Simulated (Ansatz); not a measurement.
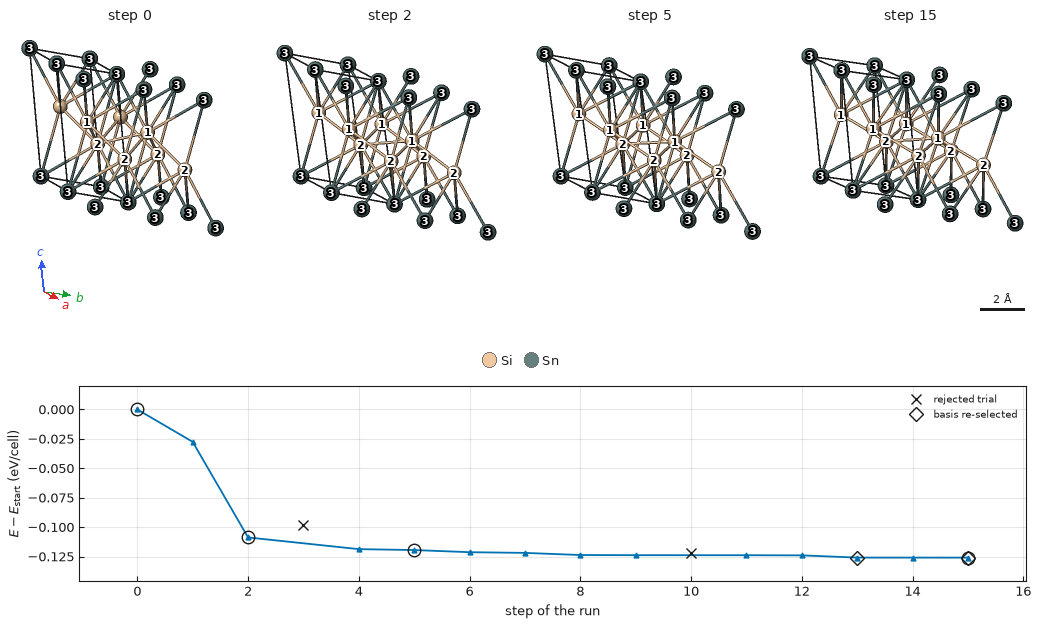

Frames of a relaxation of crystalline Si2Sn (a generated structure, set up in C2/m), marked on the history of the run. A ball-and-stick model of the cell of the calculation, repeated 2 × 2 × 1 with one cell outlined, seen slightly off an axis.

All numbers below come from Ansatz, DFT PBE, scalar-relativistic, plane waves, PAW.

Input
```yaml
crystal:
  lattice:
    - [2.1803718936, -2.4145339422, 0.0]
    - [2.1803718936, 2.4145339422, 0.0]
    - [-2.0440275829, 0.0, 5.5196659531]
  atoms:
    - { symbol: Si, position: [0.299941262, 0.299941262, 0.6057514947] }
    - { symbol: Si, position: [0.700058738, 0.700058738, 0.3942485053] }
    - { symbol: Sn, position: [0.0, 0.0, 0.0] }
basis:
  ecutwfc: 420
kpoints:
  mp_grid: { grid: [14, 14, 8] }
hamiltonian:
  xc: pbe
scf:
  occupations: { method: gaussian, width: 0.1 }
output:
  forces: true
  stress: true
  eigenvalues: true
relax:
  adjacent_minimum: "off"
  f_tol: 0.01
  max_steps: 80
  cell: { stress_tol: 0.05 }
```

Command:
```bash
ansatz run input.yaml --threads 1 --pin off --max-ram 2560MiB --backend cpu --events-out ev --progress --plain --runs-dir out
```

### What happens along the run?

The largest moves relative to the cell, 0.21 Å, are those of Si1 and Si2. Si1 goes along [−2 −2 −3]. Sn stays in place. Cell: a = b 3.253 → 3.388 Å (+4.2 %), c 5.886 → 5.518 Å (−6.2 %), α 103.5° → 102.5°, β 103.5° → 102.5°, γ 95.8° → 90.0°. Volume +3.8 %. Near-neighbour distances that change, for instance: Si1–Sn3 3.128 → 3.561 Å, Si1–Sn3 (another image) 3.344 → 3.005 Å, Si1–Si2 2.682 → 2.500 Å, Si1–Sn3 (another image) 3.251 → 3.320 Å. Among the angles between lasting bonds that change: Si1–Si2–Si1 123.7° → 146.8°, Si1–Si2–Si1 128.4° → 146.9°, Si1–Si2–Sn3 162.4° → 148.7°. The space group stays C2/m (No. 12). The energy falls by 0.126 eV per cell of the calculation in 11 accepted moves (15 points after the start). Largest force component: 0.12 eV/Å at the start, 0.0019 eV/Å at the end. The pressure goes from 0.78 to 0.01 GPa. The line search rejected the trial steps at points 3, 10 of the run. The SCF was repeated twice at an unchanged geometry on a basis and grid sized afresh for the cell, which shifted the energy by 1.9 meV per cell of the calculation at most. From step 0 to 2: Si atoms move most (0.12 Å), energy −0.109 eV per cell of the calculation. From step 2 to 5: Si atoms move most (0.05 Å), volume +2.3 %, energy −10.7 meV per cell of the calculation. From step 5 to 15: Si atoms move most (0.05 Å), volume +1.5 %, energy −6.4 meV per cell of the calculation.

```json
{"step": "0", "E − E(0), meV/atom": "0.00", "largest force component, eV/Å": "0.1157", "pressure, GPa": "0.78", "volume, Å³/atom": "19.372", "note": ""}
{"step": "1", "E − E(0), meV/atom": "-9.17", "largest force component, eV/Å": "0.1432", "pressure, GPa": "-0.42", "volume, Å³/atom": "19.667", "note": ""}
{"step": "2", "E − E(0), meV/atom": "-36.26", "largest force component, eV/Å": "0.0383", "pressure, GPa": "1.10", "volume, Å³/atom": "19.375", "note": ""}
{"step": "3", "E − E(0), meV/atom": "-32.60", "largest force component, eV/Å": "0.1149", "pressure, GPa": "0.82", "volume, Å³/atom": "19.661", "note": "rejected"}
{"step": "4", "E − E(0), meV/atom": "-39.56", "largest force component, eV/Å": "0.0281", "pressure, GPa": "-0.36", "volume, Å³/atom": "19.914", "note": ""}
{"step": "5", "E − E(0), meV/atom": "-39.82", "largest force component, eV/Å": "0.0039", "pressure, GPa": "0.07", "volume, Å³/atom": "19.812", "note": ""}
{"step": "6", "E − E(0), meV/atom": "-40.43", "largest force component, eV/Å": "0.0054", "pressure, GPa": "0.05", "volume, Å³/atom": "19.842", "note": ""}
{"step": "7", "E − E(0), meV/atom": "-40.63", "largest force component, eV/Å": "0.0419", "pressure, GPa": "0.79", "volume, Å³/atom": "19.753", "note": ""}
{"step": "8", "E − E(0), meV/atom": "-41.23", "largest force component, eV/Å": "0.0073", "pressure, GPa": "0.06", "volume, Å³/atom": "19.989", "note": ""}
{"step": "9", "E − E(0), meV/atom": "-41.28", "largest force component, eV/Å": "0.0032", "pressure, GPa": "-0.01", "volume, Å³/atom": "20.045", "note": ""}
{"step": "10", "E − E(0), meV/atom": "-40.73", "largest force component, eV/Å": "0.0068", "pressure, GPa": "-0.18", "volume, Å³/atom": "20.237", "note": "rejected"}
{"step": "11", "E − E(0), meV/atom": "-41.29", "largest force component, eV/Å": "0.0021", "pressure, GPa": "-0.01", "volume, Å³/atom": "20.067", "note": ""}
{"step": "12", "E − E(0), meV/atom": "-41.33", "largest force component, eV/Å": "0.0023", "pressure, GPa": "0.00", "volume, Å³/atom": "20.083", "note": ""}
{"step": "13", "E − E(0), meV/atom": "-41.96", "largest force component, eV/Å": "0.0044", "pressure, GPa": "0.03", "volume, Å³/atom": "20.083", "note": "same geometry, new basis"}
{"step": "14", "E − E(0), meV/atom": "-41.96", "largest force component, eV/Å": "0.0019", "pressure, GPa": "0.01", "volume, Å³/atom": "20.107", "note": ""}
{"step": "15", "E − E(0), meV/atom": "-41.97", "largest force component, eV/Å": "0.0019", "pressure, GPa": "0.01", "volume, Å³/atom": "20.107", "note": "same geometry, new basis"}
```
